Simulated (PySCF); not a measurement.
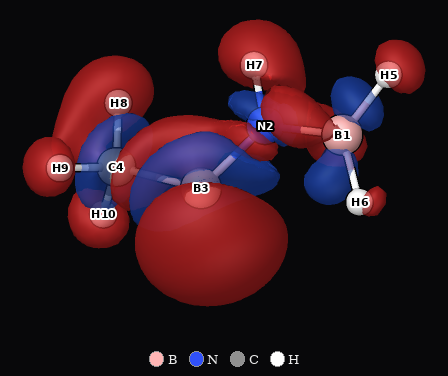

Figure 1: CH₆B₂N, doublet, SMILES `BN[B]C`. Fukui function f⁻ = ρ(N) − ρ(N−1) at fixed geometry, surfaces at ±0.02 e/Å³ (red positive, blue negative).

Computed with PySCF, ωB97X/6-31+G*, geometry: GFN2-xTB. No frequency check shows the geometry to be a minimum. GFN2-xTB doesn't know the spin state, so this open-shell geometry is rough.

Q: Which atoms respond most to the removal of an electron?

A: f⁻ (Hirshfeld-condensed) is largest on B3 (0.47); the vertical ionisation energy is 7.81 eV (to the singlet cation, which needn't be its lowest state). Condensed values hint at sites of electrophilic attack but needn't mark the atom that reacts. Orbital relaxation makes it negative in places (0.24 e in all).

```json
{"atom": "B1", "f⁻": "+0.08", "charge": "+0.17"}
{"atom": "N2", "f⁻": "+0.06", "charge": "−0.25"}
{"atom": "B3", "f⁻": "+0.47", "charge": "+0.14"}
{"atom": "C4", "f⁻": "+0.09", "charge": "−0.18"}
{"atom": "H5", "f⁻": "+0.04", "charge": "−0.07"}
{"atom": "H6", "f⁻": "+0.03", "charge": "−0.06"}
{"atom": "H7", "f⁻": "+0.07", "charge": "+0.13"}
{"atom": "H8", "f⁻": "+0.07", "charge": "+0.04"}
{"atom": "H9", "f⁻": "+0.05", "charge": "+0.05"}
{"atom": "H10", "f⁻": "+0.05", "charge": "+0.04"}
```
